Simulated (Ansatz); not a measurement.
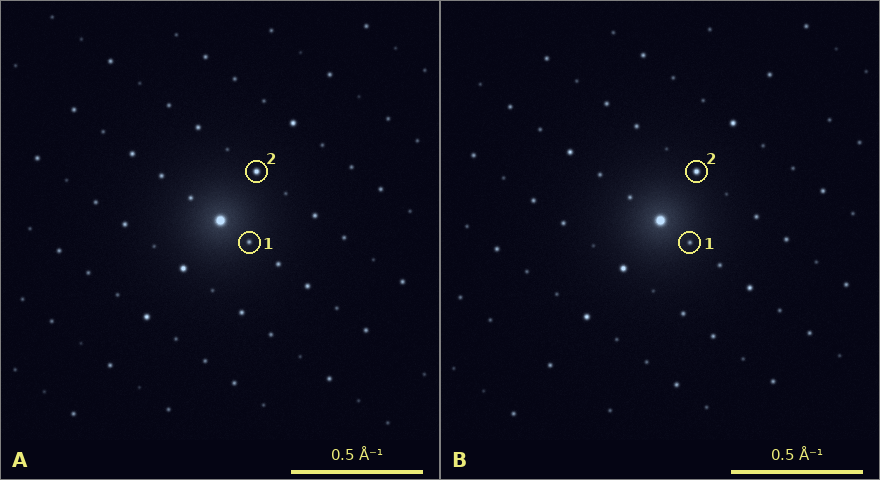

Kinematic electron diffraction patterns (300 kV, B = 0.5 Å², same scale) along [010] of the run's own cell, for the start and the end of one relaxation of Cs3C2 with DFT PBE, scalar-relativistic, plane waves, PAW in Ansatz. k mesh 6×6×10. The start is a generated model structure, and the relaxation ends in the nearest stationary point of its symmetry, not necessarily the ground state. Spot 1 is -1 0 0 and spot 2 is 0 0 1 in both.

Start structure:

```yaml
crystal:
  lattice:
    - [8.04983, 0.00000, 0.00000]
    - [-4.02492, 6.97136, 0.00000]
    - [0.00000, 0.00000, 4.31057]
  atoms:
    - { symbol: Cs, position: [0.38088, 0.38088, 0.50000] }
    - { symbol: Cs, position: [0.61912, 0.00000, 0.50000] }
    - { symbol: Cs, position: [0.00000, 0.61912, 0.50000] }
    - { symbol: C, position: [0.33333, 0.66667, 0.00000] }
    - { symbol: C, position: [0.66667, 0.33333, 0.00000] }
```

> Which pattern belongs to the start structure, and which to the relaxed one?

B is the start: its cell gives d(1) = 6.971 Å, d(2) = 4.311 Å and an angle of 90.0°. A is the relaxed structure, with d(1) = 7.150 Å (+2.6 %), d(2) = 4.308 Å (-0.1 %) and 90.0°.

> Name reflections whose intensity changes strongly on relaxation.

2 0 0 goes from 10 to 20 % of the strongest spot; 3 0 1 goes from 16 to 8.9 % of the strongest spot.

> Summarise the relaxation behind the change.

The volume changed by +5.1 % to 50.86 Å³ an atom; with the mean shift removed, the atoms moved by up to 0.13 Å relative to the cell (Cs most); the space group stayed P-62m (No. 189); the free energy fell by 2.1 meV an atom. Relaxed cell: a = 8.256 Å, b = 8.256 Å, c = 4.308 Å, α = 90.00°, β = 90.00°, γ = 120.00°.
